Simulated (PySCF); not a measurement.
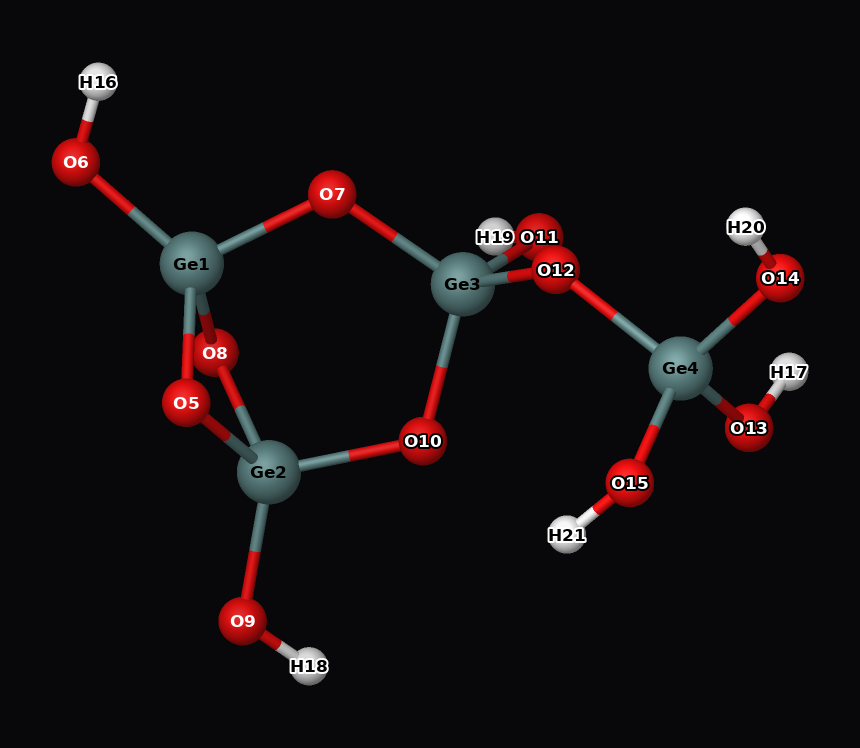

The computed structure is the end point of a GFN2-xTB optimisation. No frequency run is at hand to confirm it as a minimum. Properties computed with delta-SCF UKS SCAN, pcX-2 on the ionised atom, pcseg-1 elsewhere, spin-free X2C (atomic blocks) (PySCF 2.14.0).

Give the core-electron binding energies (to vacuum) of O9 1s, O13 1s.

```tsv
atom	level	binding energy (eV)
O9	1s	539.5
O13	1s	538.8
```

The geometry is semi-empirical. Around Ge such bond lengths and angles can be off by a tenth of an ångström or more and by several degrees, and values that hang on the shape move with them.
